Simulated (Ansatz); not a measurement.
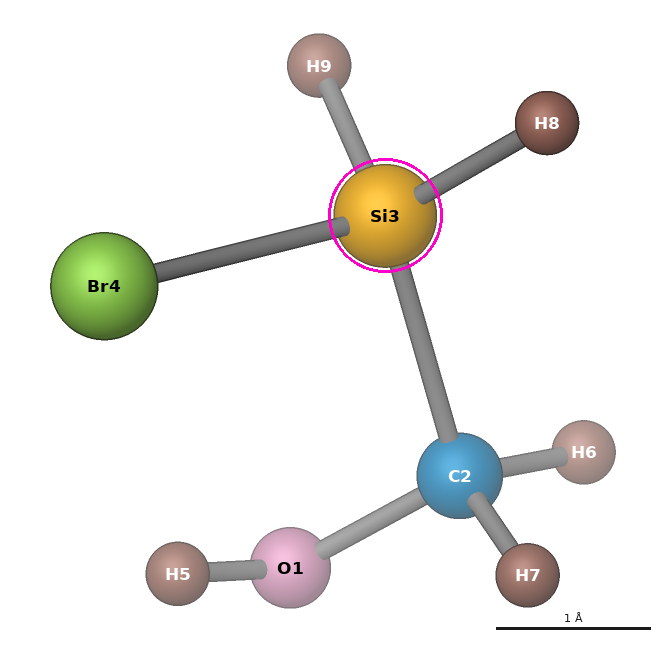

Orthographic view. Depth is shown by fading: the farther an atom, the more it takes the colour of the background. Computed geometry: PBE-D4/def2-SVP optimisation. No frequency run is at hand to confirm it as a minimum.

Q: Name the neighbours of the circled atom.

A: The circled atom is Si3; it is bonded to C2, Br4, H8, H9.

Q: Of Si3 and H9, which is nearer the viewer?

A: Si3; the bond to H9 points away from the viewer, so it looks shorter than its 1.50 Å.

Q: What is the shortest path along bonds from the circled atom to H5?

A: Si3–C2–O1–H5, 3 bonds; through space the two are 2.79 Å apart.
